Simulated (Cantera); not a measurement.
Feed: 1 mol Pb, 0.19 mol H2S, a varied amount of N2, equilibrated at 1998 K and 1.90 bar.

Equilibrium computed with Cantera from the NASA thermochemical tables; the gas is ideal and each condensed phase is pure. Candidate condensed phases: Pb, PbS, S; 18 gas species. Rates play no part.

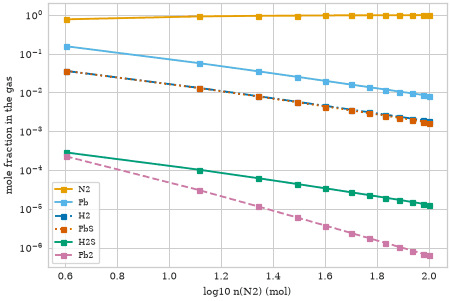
Figure. Equilibrium gas composition (values under 1e-9 drawn at 1e-9)

### Question
Read off the mole fractions at 68 mol N2.

### Answer
N2 about 0.98, Pb about 0.012, H2 about 0.0027, PbS about 0.0025, H2S about 1.9e-5, Pb2 about 1.3e-6.
